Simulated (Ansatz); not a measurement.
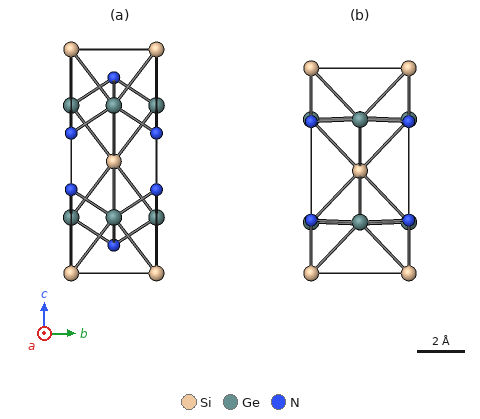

The structure of a crystal of SiGe2N2 (built on the ThCr2Si2 type) (coarse preliminary run) before (left) and after (right) a relaxation, at one scale.

A ball-and-stick model of the conventional cell (2 times the calculation's cell), seen along the a axis. Lengths and directions refer to the drawn axes.

Case: ThCr2Si2 type (I4/mmm, No. 139).

These are results of Ansatz 0.2.0, DFT PBE, scalar-relativistic, plane waves, PAW, not measurements.

Input
```yaml
crystal:
  lattice:
    - [-1.819084281, 1.819084281, 4.7728448956]
    - [1.819084281, -1.819084281, 4.7728448956]
    - [1.819084281, 1.819084281, -4.7728448956]
  atoms:
    - { symbol: Si, position: [0.0, 0.0, 0.0] }
    - { symbol: Ge, position: [0.25, 0.75, 0.5] }
    - { symbol: Ge, position: [0.75, 0.25, 0.5] }
    - { symbol: "N", position: [0.626, 0.626, 0.0] }
    - { symbol: "N", position: [0.374, 0.374, 0.0] }
basis:
  ecutwfc: 420
kpoints:
  mp_grid: { grid: [6, 6, 6] }
hamiltonian:
  xc: pbe
scf:
  occupations: { method: gaussian, width: 0.1 }
  lower_state_search: "off"
output:
  forces: true
  stress: true
  eigenvalues: true
relax:
  adjacent_minimum: "off"
  f_tol: 0.04
  max_steps: 70
  cell: { stress_tol: 0.4 }
```

Command:
```bash
ansatz run input.yaml --threads 1 --pin off --max-ram 2560MiB --backend cpu --events-out ev --progress --plain --runs-dir out
```

What changed between the two?

The largest moves relative to the cell, 1.00 Å, are those of N4 and N5. N5 goes along −c. Ge and Si stay in place. Cell: a = b 3.638 → 4.163 Å (+14.4 %), c 9.546 → 8.743 Å (−8.4 %). Volume +19.9 %. Among the contacts that change: Si1–N4 3.570 → 2.270 Å, Ge2–N4 2.170 → 2.083 Å, Si1–Ge2 3.001 → 3.018 Å. Bond angles that change, for instance: Ge2–N5–Ge2 113.9° → 175.4°, N4–Ge3–N4 113.9° → 175.4°, Ge2–N5–Ge3 72.7° → 89.9°. The space group stays I4/mmm (No. 139). After 10 accepted moves (12 points after the start) the energy has fallen by 554 meV per atom. The largest force component goes from 1.5 to 0.0036 eV/Å. Pressure: 16.64 GPa at the start and 0.00 GPa at the end. The SCF was repeated twice at an unchanged geometry on a basis and grid sized afresh for the cell, which shifted the energy by 23.3 meV per atom at most.
